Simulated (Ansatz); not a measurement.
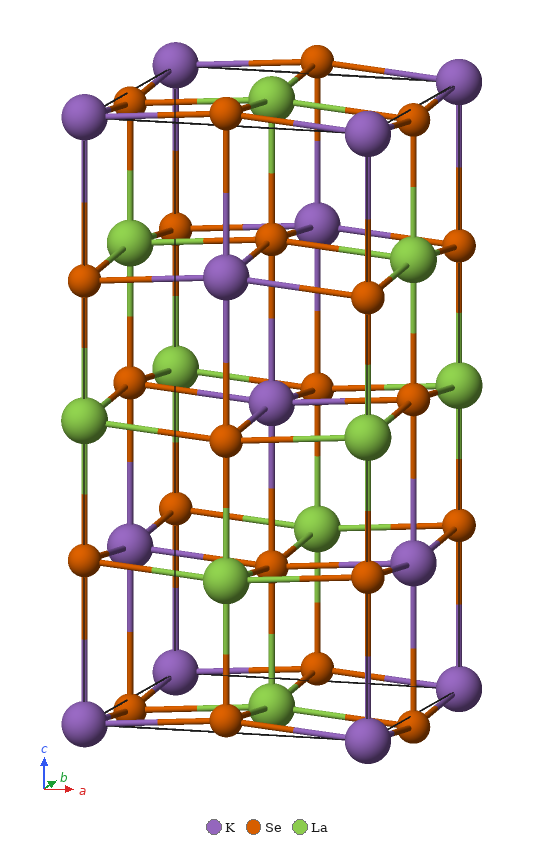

A ball-and-stick rendering, viewed slightly off an axis. The lines enclose the conventional unit cell; boundary atoms appear with their images.

KLaSe₂, space group I4_1/amd (No. 141), a = 6.237 Å, b = 6.237 Å, c = 12.941 Å, α = 90.00°, β = 90.00°, γ = 90.00°. The initial geometry was a structure type filled with these elements by a generator (whether the compound takes this form wasn't checked). Earlier steps of the study may have refined or changed the cell and positions. It went into a calculation with Ansatz.

This one geometry was computed with Ansatz (DFT, plane waves, PAW) at five levels of theory: PBE with spin-orbit coupling, HSE06, PBE0, PBE and r2SCAN. It was relaxed beforehand with r2SCAN.

### How does the band gap change with the level of theory?

PBE with spin-orbit coupling: a gap of 1.89 eV, direct; PBE: a gap of 2.00 eV, direct; r2SCAN: a gap of 2.35 eV, direct; HSE06: a gap of 2.71 eV, direct; PBE0: a gap of 3.39 eV, direct.

### Collect the results in a table.

| level | cutoff (eV) | k-mesh of the run's cell | gap (eV) | pressure (GPa) |
| --- | --- | --- | --- | --- |
| PBE with spin-orbit coupling | 420 | 6×6×6 | 1.89 | 0.4 |
| HSE06 | 420 | 4×4×4 | 2.71 | -0.1 |
| PBE0 | 420 | 4×4×4 | 3.39 | -0.1 |
| PBE | 420 | 6×6×6 | 2.00 | 0.4 |
| r2SCAN | 500 | 6×6×6 | 2.35 | 0.0 |

Gaps are taken on the k-mesh or band path of each run.
